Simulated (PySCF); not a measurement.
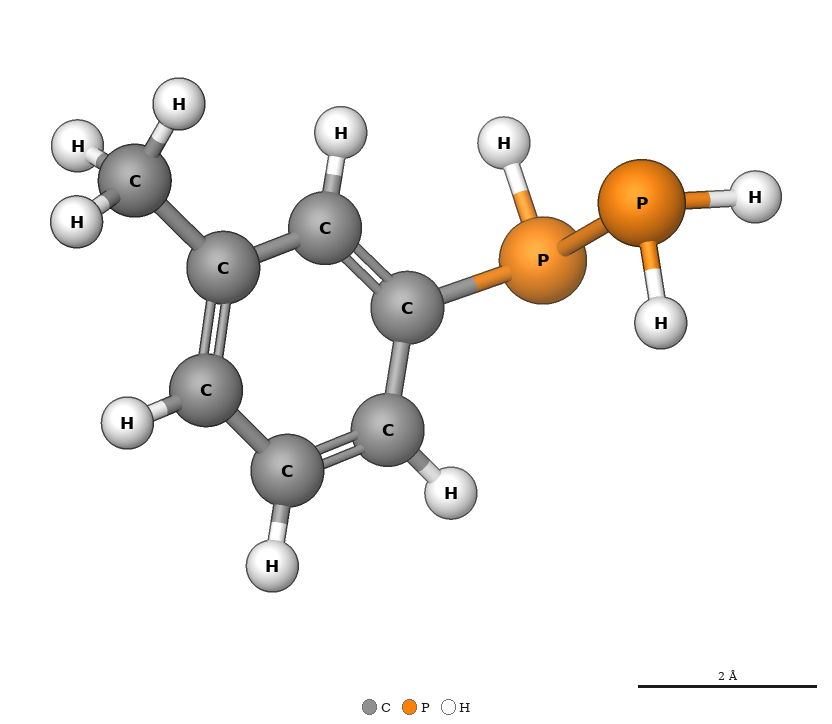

The picture shows a molecular structure as a ball-and-stick model. Double and triple bonds are drawn as two and three sticks.

What does the picture show?

The molecule is C₇H₁₀P₂. SMILES: `Cc1cccc(PP)c1`. Independent rings (smallest set): 1 of 6 members, 1 of them aromatic. This geometry has C1 symmetry. Coordination: 1 C tetrahedral; 6 C trigonal planar; 2 P trigonal pyramidal.

More results for the same structure follow; atom numbers are the same in all pictures, views and colours differ. The geometry was computed by an optimisation with PBE0-D3(BJ)/def2-SVP. No frequency run is at hand to confirm it as a minimum.

### Shape

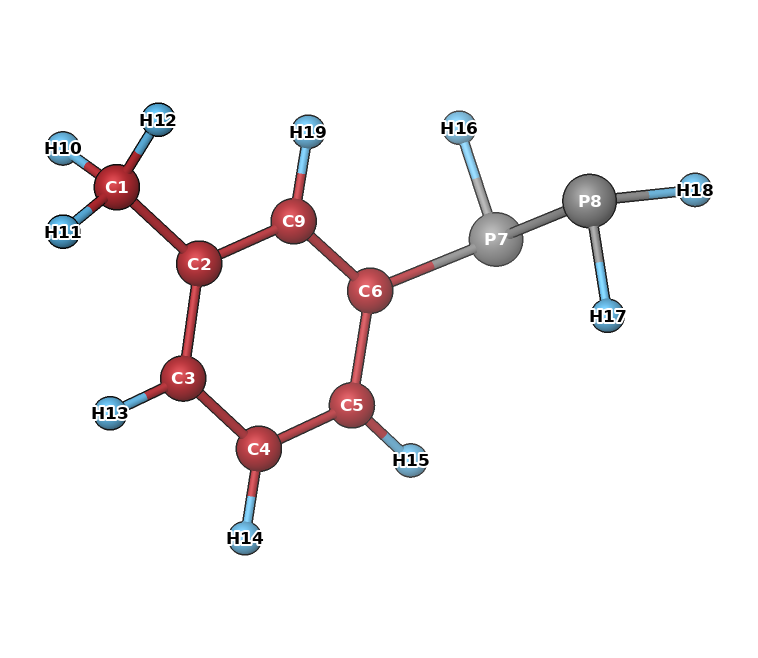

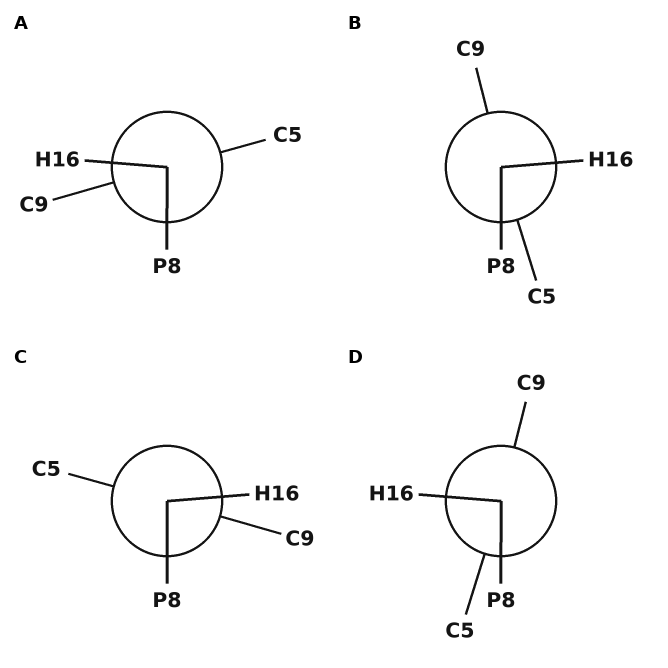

Depth is shown by fading: the farther an atom, the more it takes the colour of the background. Bonds that would overlap in a projection are set slightly apart. No frequency run is at hand to confirm it as a minimum.

Which Newman projection shows the view along P7–C6, with P7 in front?

A. The torsion angle P8–P7–C6–C5 is −105°, anticlinal.

### Charges

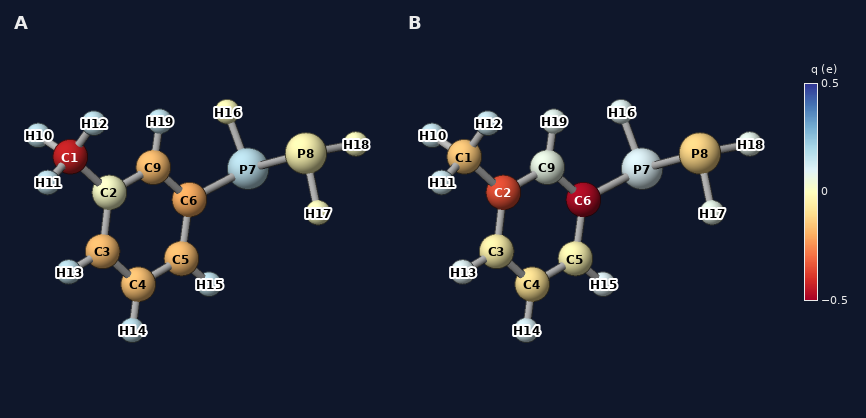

Atomic charges of one calculation by 2 schemes, on one colour scale. No frequency run is at hand to confirm it as a minimum. Computed with PBE0/pcSseg-1 in acetonitrile (IEF-PCM) (PySCF 2.14.0).

The schemes are IAO, Mulliken. Which panel shows which?

A IAO, B Mulliken.

List the charges (e), one line for each set of equivalent atoms.

```json
{"atom": "C1", "IAO": "−0.42", "Mulliken": "−0.14"}
{"atom": "C2", "IAO": "0.02", "Mulliken": "−0.35"}
{"atom": "C3", "IAO": "−0.16", "Mulliken": "−0.04"}
{"atom": "C4", "IAO": "−0.16", "Mulliken": "−0.09"}
{"atom": "C5", "IAO": "−0.16", "Mulliken": "−0.02"}
{"atom": "C6", "IAO": "−0.19", "Mulliken": "−0.47"}
{"atom": "P7", "IAO": "0.16", "Mulliken": "0.10"}
{"atom": "P8", "IAO": "−0.02", "Mulliken": "−0.12"}
{"atom": "C9", "IAO": "−0.16", "Mulliken": "0.07"}
{"atom": "H10", "IAO": "0.16", "Mulliken": "0.15"}
{"atom": "H11", "IAO": "0.15", "Mulliken": "0.13"}
{"atom": "H12", "IAO": "0.15", "Mulliken": "0.14"}
{"atom": "H13", "IAO": "0.16", "Mulliken": "0.09"}
{"atom": "H14", "IAO": "0.16", "Mulliken": "0.11"}
{"atom": "H15", "IAO": "0.16", "Mulliken": "0.10"}
{"atom": "H16", "IAO": "0.00", "Mulliken": "0.09"}
{"atom": "H17", "IAO": "0.01", "Mulliken": "0.08"}
{"atom": "H18", "IAO": "0.01", "Mulliken": "0.08"}
{"atom": "H19", "IAO": "0.15", "Mulliken": "0.08"}
```

### Core levels

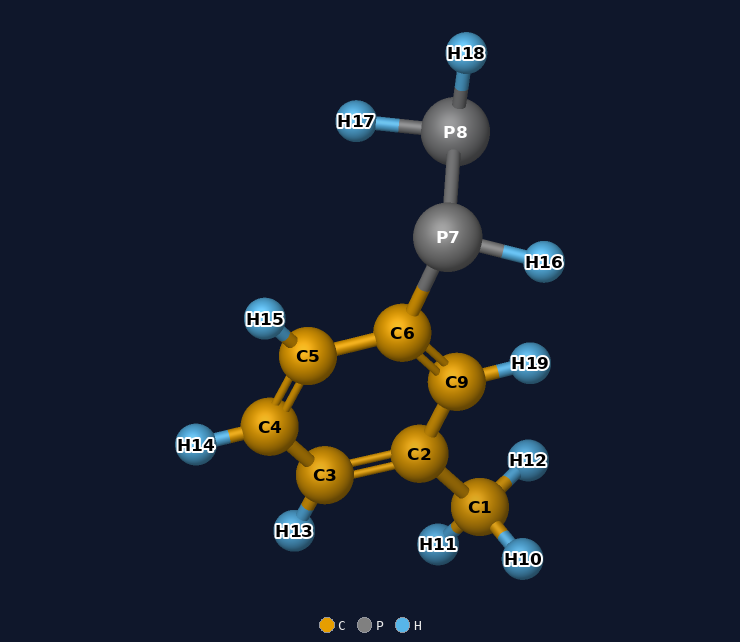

No frequency run is at hand to confirm it as a minimum. Level of theory: delta-SCF UKS SCAN, pcX-2 on the ionised atom, pcseg-1 elsewhere, spin-free X2C (PySCF 2.14.0).

Give the core-electron binding energies (to vacuum; p and d levels without spin–orbit splitting) of C1 1s, C2 1s, C3 1s, C4 1s, C5 1s, C6 1s, P7 1s, P7 2p, P8 1s, P8 2p, C9 1s.

| atom | level | binding energy (eV) |
| --- | --- | --- |
| C1 | 1s | 290.8 |
| C2 | 1s | 290.3 |
| C3 | 1s | 290.0 |
| C4 | 1s | 290.1 |
| C5 | 1s | 290.0 |
| C6 | 1s | 290.1 |
| P7 | 1s | 2149.7 |
| P7 | 2p | 136.4 |
| P8 | 1s | 2149.7 |
| P8 | 2p | 136.4 |
| C9 | 1s | 290.0 |

### Excitation

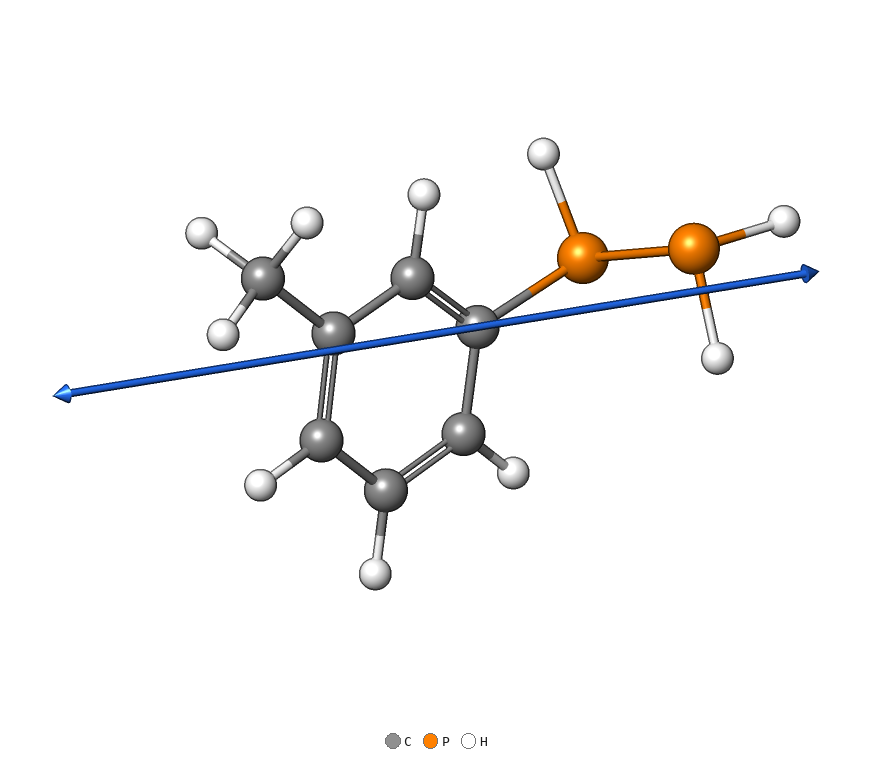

The double arrow shows the direction of the transition dipole to excited singlet state 8 (its length means nothing). No frequency run is at hand to confirm it as a minimum. Method: TDDFT CAM-B3LYP/def2-SVPD, vertical, gas phase, core orbitals frozen in the response (PySCF 2.14.0).

Where does the transition lie, and how strong is it?

6.50 eV (191 nm), oscillator strength 0.54, mainly HOMO−1 → LUMO+1 (weight 0.57); transition dipole 4.67 D.

Mulliken values depend strongly on the basis set and can even reverse the polarity of a bond.
